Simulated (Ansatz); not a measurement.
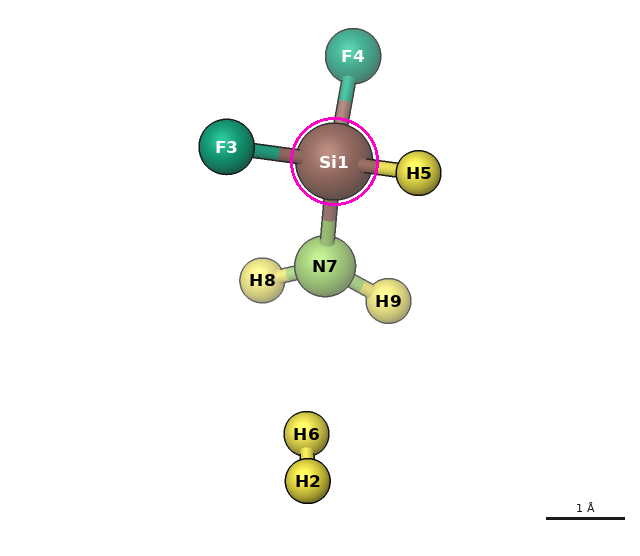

Orthographic view. Depth is shown by fading: the farther an atom, the more it takes the colour of the background. The computed structure is the end point of a PBE0-D4/def2-TZVP optimisation. No frequency run is at hand to confirm it as a minimum.

Q: Which atoms are bonded to the circled atom?

A: The circled atom is Si1; it is bonded to F3, F4, H5, N7.

Q: Which two atoms are farthest apart in space?

A: H2 and F4, 5.90 Å.

Q: Of Si1 and H5, which is nearer the viewer?

A: H5; the bond to Si1 points away from the viewer, so it looks shorter than its 1.47 Å.
